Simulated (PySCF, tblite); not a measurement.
**C₂H₂F radical: geometry, infrared bands and EPR parameters**

What infrared bands and EPR parameters should C₂H₂F radical (`C=[C]F`) show?

Computed with tblite 0.8.0 and PySCF 2.14.0, with density-fitted response routines of our own, on a single molecule in the gas phase. Atoms are numbered from 0 throughout.

## (1) The molecule as given

5 atoms, charge 0, multiplicity 2; geometry from: force field or distance geometry start.

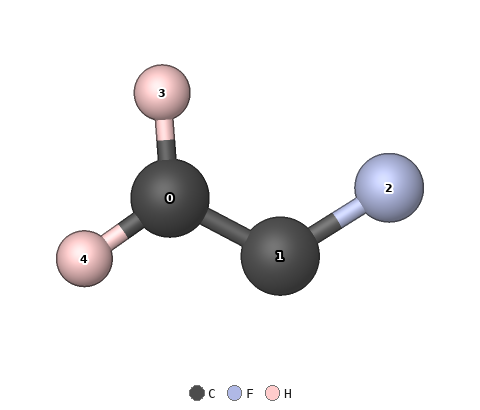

As it starts; carbon dark grey, fluorine light blue, hydrogen pink, atoms numbered; sticks join atoms by distance.

## (2) Relaxing the molecule with GFN2-xTB

Job settings and geometry (Å):

```
{"job": {"kind": "relax", "xc": "GFN2-xTB", "basis": "xTB"}, "charge": 0, "multiplicity": 2}
C     -0.466900    -0.079000     0.149100
C      0.819600     0.112500     0.357000
F      1.672500     0.268400    -0.692100
H     -0.903300    -0.093600    -0.873600
H     -1.113200    -0.205300     1.042400
```

Command:

```
$ OMP_NUM_THREADS=1 python probes_run.py task.json out
```

One launch serves the whole session: the jobs run in the order shown.

What it wrote:

```text
step      E/eV     max force
  0    -269.07122    2.210
  1    -269.16399    0.827
  2    -269.18989    0.655
  3    -269.19812    0.487
  4    -269.20412    0.356
  5    -269.21221    0.288
  6    -269.21538    0.191
  7    -269.21782    0.215
  8    -269.22034    0.214
  9    -269.22258    0.246
 10    -269.22391    0.150
 11    -269.22451    0.083
 12    -269.22493    0.072
 13    -269.22523    0.065
 14    -269.22532    0.030
 15    -269.22533    0.005
```

Run time: 0.02 s. Hardware: 1 thread of Arm Neoverse V2, shared host.

Relaxation path:

```csv
step,energy from step 0 (eV),largest force (eV/Å)
0,0.0000,2.2096
1,-0.0928,0.8272
2,-0.1187,0.6548
3,-0.1269,0.4865
4,-0.1329,0.3557
5,-0.1410,0.2881
6,-0.1442,0.1908
7,-0.1466,0.2153
8,-0.1491,0.2139
9,-0.1514,0.2458
10,-0.1527,0.1499
11,-0.1533,0.0827
12,-0.1537,0.0722
13,-0.1540,0.0647
14,-0.1541,0.0298
15,-0.1541,0.0049
```

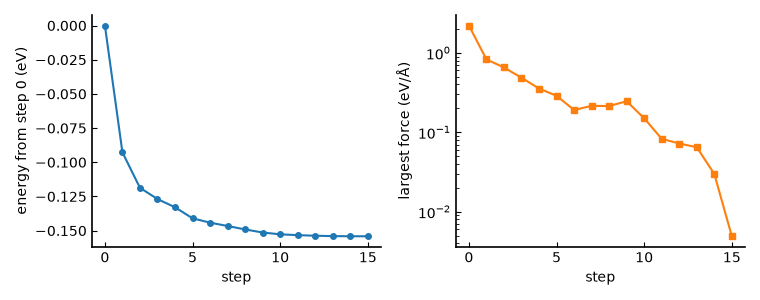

Energy and largest force along the relaxation.

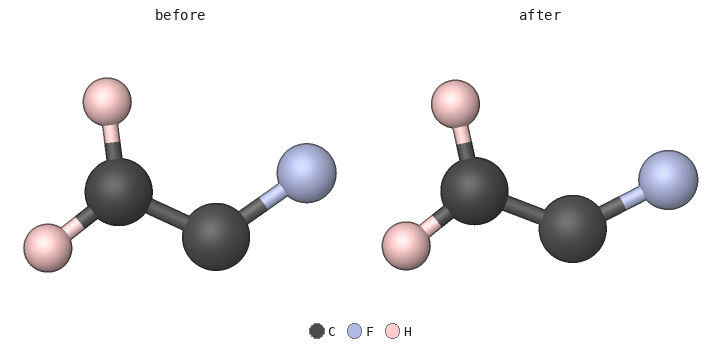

Before and after, at one scale.

Close pairs (by a distance rule), those that changed most:

```csv
bond,before (Å),after (Å),change (Å)
C1–F2,1.361,1.319,-0.042
C0–H4,1.110,1.075,-0.035
C0–H3,1.112,1.090,-0.022
C0–C1,1.317,1.296,-0.021
```

The next job starts from the end point, and lists it.

## (3) Harmonic vibrations with GFN2-xTB

Job settings and geometry (Å):

```
{"job": {"kind": "ir", "xc": "GFN2-xTB", "basis": "xTB"}, "charge": 0, "multiplicity": 2}
C     -0.474981    -0.075196     0.144643
C      0.802807     0.106139     0.265657
F      1.759969     0.282675    -0.624936
H     -0.985828    -0.110828    -0.817064
H     -1.093344    -0.199937     1.014514
```

What it wrote:

```text
mode    cm-1     km/mol
  1     377.8      1.09
  2     546.9     10.44
  3     839.0     36.82
  4     921.5     24.67
  5    1120.4    125.41
  6    1337.8      0.67
  7    1777.7    188.89
  8    2906.4      4.03
  9    3131.9      0.93
```

Run time: 0.03 s. Hardware: 1 thread of Arm Neoverse V2, shared host.

The strongest bands and the atoms that carry them (share of the mass-weighted mode):

```csv
cm⁻¹,km/mol,atoms
378,1.1,"C1 35 %, F2 24 %, H3 20 %, C0 12 %"
547,10.4,"H3 37 %, C1 27 %, H4 23 %"
839,36.8,"H4 59 %, H3 20 %, C0 20 %"
922,24.7,"H4 33 %, C0 27 %, H3 21 %, F2 18 %"
1120,125.4,"C1 44 %, F2 29 %, H3 14 %, C0 13 %"
1778,188.9,"C1 58 %, C0 38 %"
2906,4.0,H3 93 %
3132,0.9,H4 92 %
```

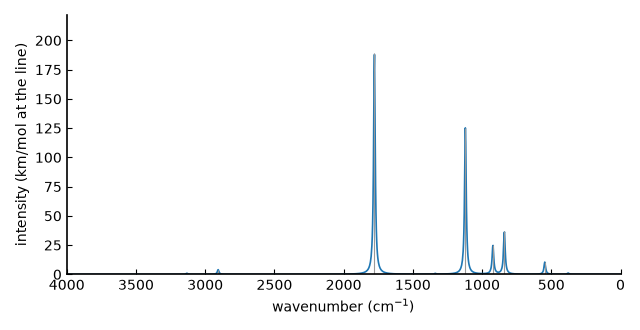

The infrared spectrum from these modes, unscaled. Lines are broadened to a width of 14 cm⁻¹ (Lorentzian).

## (4) g tensor and hyperfine couplings: B3LYP/pcH-1

The job, as its differences from that of step 3:

```diff
@@ -1,2 +1,2 @@
-{"job": {"kind": "ir", "xc": "GFN2-xTB", "basis": "xTB"}, "charge": 0, "multiplicity": 2}
+{"job": {"kind": "epr", "basis": "pcH-1"}, "charge": 0, "multiplicity": 2}
 C     -0.474981    -0.075196     0.144643
```

Level: UKS B3LYP, pcH-1 on C F H, non-relativistic, mean-field spin-orbit, GIAO.

What it wrote:

```text
UKS, coarse grid
  cycle   1  E = -177.10661219  |g| = 3.36e-01
  cycle   2  E = -177.04960530  |g| = 5.05e-01
  cycle   3  E = -177.14946000  |g| = 5.64e-02
  cycle   4  E = -177.15111323  |g| = 2.03e-02
  cycle   5  E = -177.15133274  |g| = 8.67e-03
  cycle   6  E = -177.15137140  |g| = 4.67e-03
  cycle   7  E = -177.15138959  |g| = 1.41e-03
  cycle   8  E = -177.15139792  |g| = 4.45e-04
UKS, final grid
  cycle   1  E = -177.15145048  |g| = 2.94e-04
  cycle   2  E = -177.15145065  |g| = 2.85e-04
  cycle   3  E = -177.15145071  |g| = 1.45e-04
  cycle   4  E = -177.15145077  |g| = 8.26e-05
  cycle   5  E = -177.15145078  |g| = 2.38e-05
internal stability: stable
E = -177.15145078 Eh   <S^2> = 0.7589 (exact 0.7500)
g shifts (ppm)      1          2          3
  rmc          -214       -214       -214
  gc             42         10         -6
  oz_so        -447       -123       2285
  total        -620       -327       2065
hyperfine (MHz)  atom isotope    a_iso     a_fc   dipolar eigenvalues
    0   13C      83.96      83.96    -23.81     -1.57     25.38
    1   13C     549.16     549.16    -79.76    -53.46    133.22
    2   19F     386.27     386.27   -292.91   -227.35    520.26
    3    1H     135.35     135.35     -6.05     -1.43      7.48
    4    1H      46.39      46.39     -8.03     -6.63     14.66
```

Wall time 9 s (1 thread of Arm Neoverse V2, shared host); peak memory 0.31 GiB.

Principal g values 2.00170, 2.00199, 2.00438; g(iso) = 2.00269, against 2.00232 for a free electron.

Hyperfine couplings, nucleus by nucleus at this fixed geometry (no averaging over rotations):

```csv
nuclei,isotope,a(iso) (MHz),"a(iso) (G, at g = 2.0023)",largest dipolar term (MHz)
C1,13C,549.2,196.0,133.2
F2,19F,386.3,137.8,520.3
H3,1H,135.4,48.3,7.5
C0,13C,84.0,30.0,25.4
H4,1H,46.4,16.6,14.7
```

Mulliken spin populations:

```csv
atom,value (e)
C0,-0.12
C1,0.94
F2,0.09
H3,0.08
H4,0.02
```

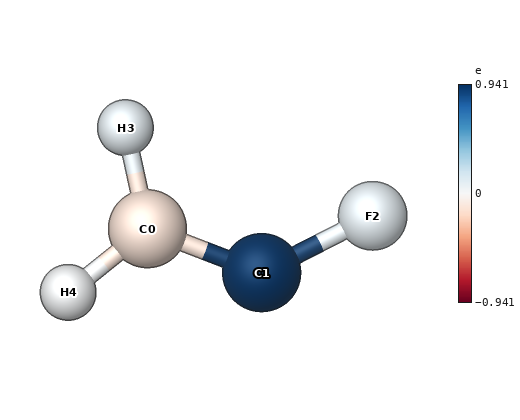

Mulliken spin populations, as colours on the atoms.

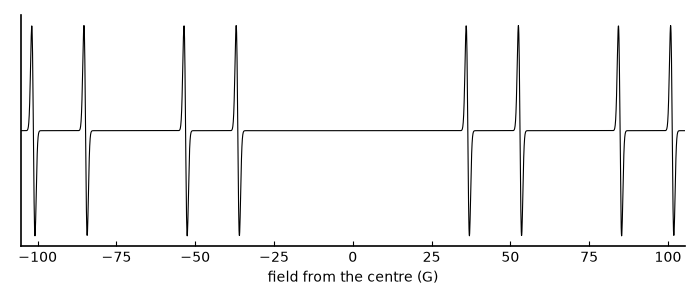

First-order isotropic spectrum (first derivative, main isotopes with spin only, couplings over 0.8 MHz, Gaussian width 0.5 G; couplings of the frozen geometry, rotation of groups not averaged beyond the rows shown).

The fields below are evaluated on a grid from the run's orbitals.

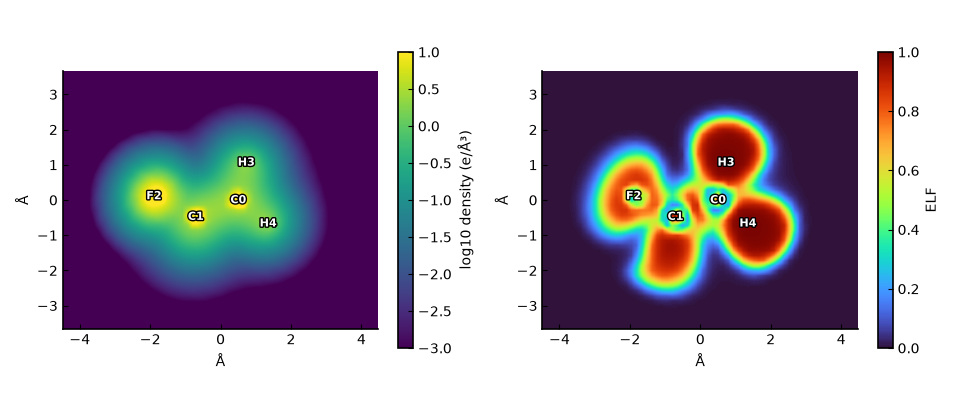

Density (left) and ELF (right) in a plane through or near 5 of the atoms.

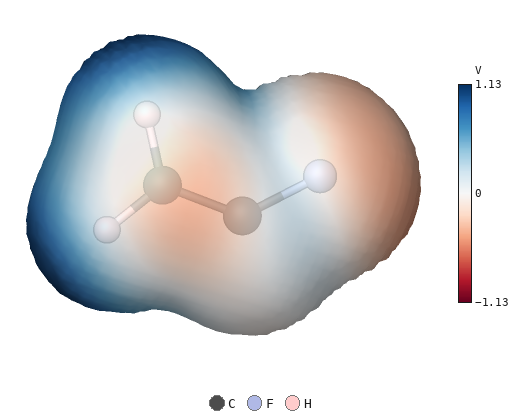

The potential that a unit positive charge feels on the 0.002 e/bohr³ surface, from -0.47 V near F2 to 1.13 V near H4.

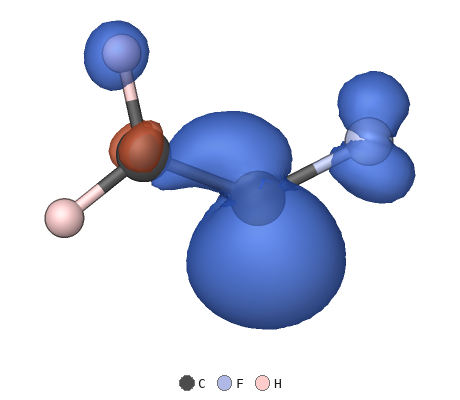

Spin density at ±0.05 e/Å³ (alpha excess blue, beta excess red).

## (5) What came out

| quantity | value |
| --- | --- |
| strongest single infrared mode (GFN2-xTB) | 1778 cm⁻¹, 189 km/mol |
| zero-point energy (GFN2-xTB) | 18.5 kcal/mol |
| g(iso) (B3LYP) | 2.00269 |
| ⟨S²⟩ | 0.759 (exact 0.75) |
| largest a(iso) | 13C on C1, 549.2 MHz |
| surface potential, least and greatest | -0.47 V and 1.13 V |

Over 15 steps the energy fell by 0.154 eV; of the close pairs, C1–F2 changed most, 1.361 to 1.319 Å. All 9 modes are real, so the xTB geometry is a minimum. The strongest single mode, at 1778 cm⁻¹, moves mainly C1 and C0. Unscaled tight-binding wavenumbers are off by several per cent, some by more. Its intensities can rank the bands wrongly. C1 carries the largest spin population, 0.94 e. The isotropic g lies 0.4 ppt above the free-electron value.
